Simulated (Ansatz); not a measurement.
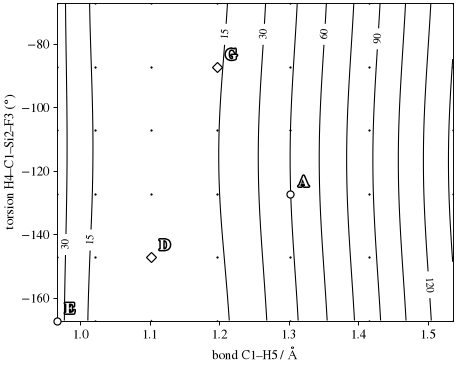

CH₃FSi, SMILES C[Si]F. Two internal coordinates are moved rigidly from the geometry relaxed at PBE0-D4/def2-TZVP, all others fixed. First axis: bond C1–H5. Second axis: torsion H4–C1–Si2–F3. The scan uses a 7 × 6 grid. Points are written as (first, second). Energies: kJ/mol, counted from the lowest grid point. All numbers below come from RKS PBE-D4/def2-TZVPP (Ansatz 0.2.0).

The picture shows contour lines labelled in kJ/mol, dots at the grid points, lettered points. Between grid points the surface is interpolated.

What kind of point is each of A, G: minimum, saddle, maximum or slope?

A: on a slope; G: on a slope. (In these two coordinates alone; a stationary point may lie a little off the grid point.)

Rank the lettered points by energy, lowest first.

D (1.3 kJ/mol), G (13 kJ/mol), E (37 kJ/mol), A (45 kJ/mol).
